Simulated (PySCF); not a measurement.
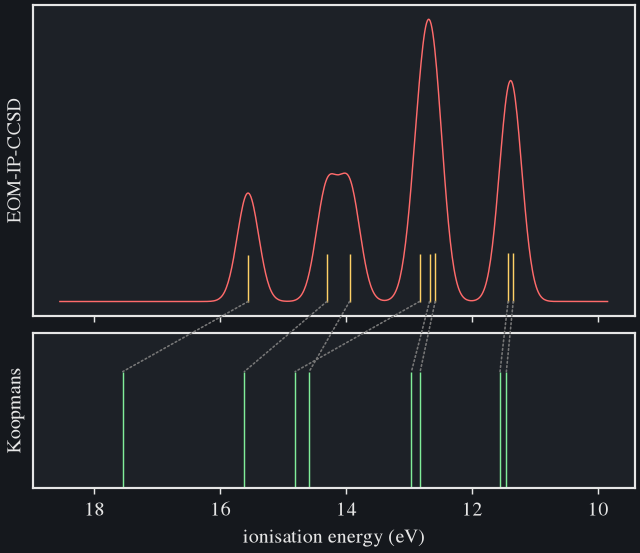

Valence photoelectron lines of C₃H₃GeN, SMILES C#[C][GeH2][C]#N, singlet: vertical EOM-IP-CCSD/aug-cc-pVDZ (frozen core, PySCF 2.14.0, at a PBE0-D3(BJ)/def2-SVP geometry (no frequency check); 8 lines, one for each of the 8 highest orbitals, so a line of a deeper orbital can be missing among them) above, Hartree-Fock orbital energies with the sign turned below, non-relativistic; dotted lines join each line to its leading orbital. Stick heights are one-hole weights (summed over degenerate lines), not cross-sections; Gaussian width 0.40 eV.

**What is the first vertical ionisation energy, and how far is Koopmans' value off?**

11.34 eV from the HOMO; Koopmans gives 11.45 eV, 0.11 eV too high.

**List the lines.**

```
  hole  EOM-IP-CCSD (eV)  Koopmans (eV)  one-hole weight
  HOMO             11.34          11.45             0.96
HOMO-1             11.43          11.55             0.96
HOMO-2             12.59          12.82             0.95
HOMO-3             12.67          12.96             0.95
HOMO-5             12.83          14.81             0.93
HOMO-4             13.95          14.59             0.94
HOMO-6             14.31          15.62             0.94
HOMO-7             15.56          17.55             0.91
```

Note: small basis, so the lines can lie some tenths of an eV too low.
